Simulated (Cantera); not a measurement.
Feed: 1 mol C2H2, 0.029 mol O2, 9.7 mol H2, held at 0.0100 bar.

Method: chemical equilibrium by Gibbs-energy minimisation in Cantera with the NASA 1993 tables (ideal gas, pure condensed phases). Candidate condensed phases: C, C6H6, C7H8, C8H18, H2O; 110 gas species. Rates play no part.

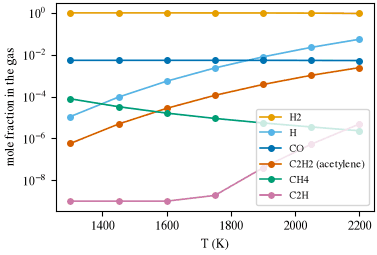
*Equilibrium gas composition (values under 1e-9 drawn at 1e-9)*

From 1300 K to 2200 K the condensed part is C(graphite). The main C-bearing gas is CO throughout.
